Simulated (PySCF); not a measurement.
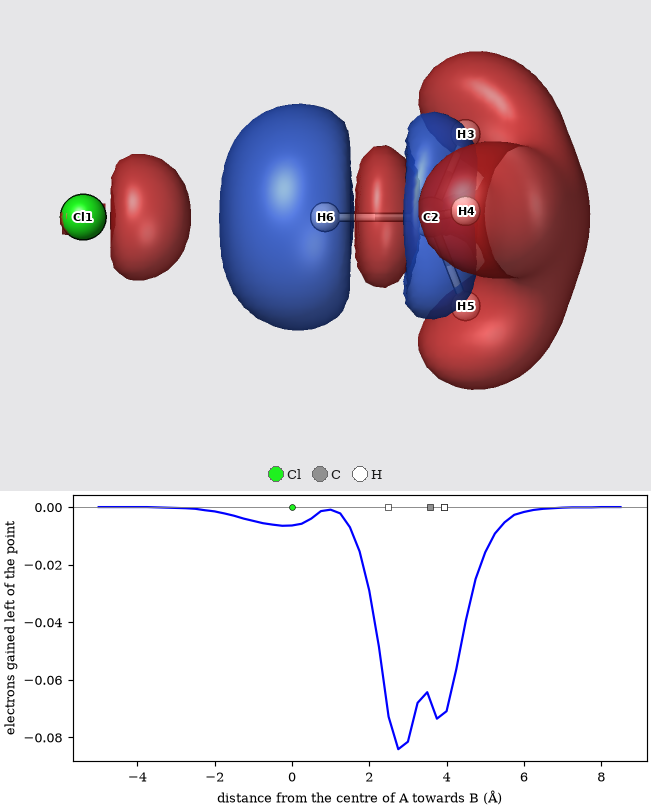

Figure. CH4Cl, charge −1, SMILES `[Cl-].C`. Density of the complex less the densities of the two fragments at the same geometry, ±0.004 e/Å³ (red: gain, blue: loss). Fragment A: Cl(−1) (atom 1); fragment B: H4C. Below: the charge-displacement curve along the line of centres (A on the left).

Computed with PySCF, B3LYP/6-31+G*, geometry: GFN2-xTB. GFN2-xTB bond lengths at metals and heavier atoms can be off by up to 0.1 Å and shapes distorted, which carries into these values.

Coordinates in Å:

```
Cl1      1.3234    0.0000   -0.0000
C2      -2.2505    0.0000    0.0002
H3      -2.6096   -0.8520   -0.5662
H4      -2.6104   -0.0646    1.0188
H5      -2.6096    0.9165   -0.4544
H6      -1.1651   -0.0002    0.0009
```

Q: How is the density rearranged on binding?

A: Hirshfeld charges show 0.011 e passing from A to B. By Hirshfeld charges, electrons gather most on H3, H4 and H5 alike (−0.018 e) and leave H6 most (+0.051 e); 0.13 e is displaced in all.

Q: What is the interaction energy, and which contacts carry it?

A: The counterpoise-corrected interaction energy of the frozen fragments is −1.3 kcal/mol without dispersion correction and −2.1 kcal/mol with D3(BJ). The pair geometry is semi-empirical, not a minimum at this level. Contacts: Cl1···H6, weak C–H hydrogen bond, 2.49 Å, ρ = 0.015 a.u. The pose is a local one from a semi-empirical search, not shown to be the most stable.
